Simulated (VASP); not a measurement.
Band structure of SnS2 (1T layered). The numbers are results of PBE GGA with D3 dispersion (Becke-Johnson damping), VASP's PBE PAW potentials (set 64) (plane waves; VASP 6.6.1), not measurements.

Unless said otherwise, spin-orbit coupling is left out, though it shifts the bands of the heavy elements here.

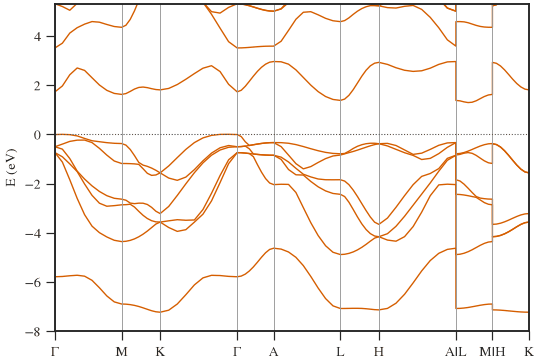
Bands along high-symmetry lines, zero at the valence-band maximum or, without a gap, the Fermi level

Task: Read the plot: is there a gap, and where are the band edges?

Result: The gap is indirect, 1.29 eV, from the valence maximum at K-Γ at 0.89 to the conduction minimum at L-M at 0.33. (Edges off the drawn lines would not show.)

Measured: gap 2.18 eV (computed value off by -0.89 eV), as given by Joseph M. Gonzalez et al., Physical Review B (2016), arXiv:1609.04381.

The compound is SnS2 in the 1T layered structure. It was relaxed first.
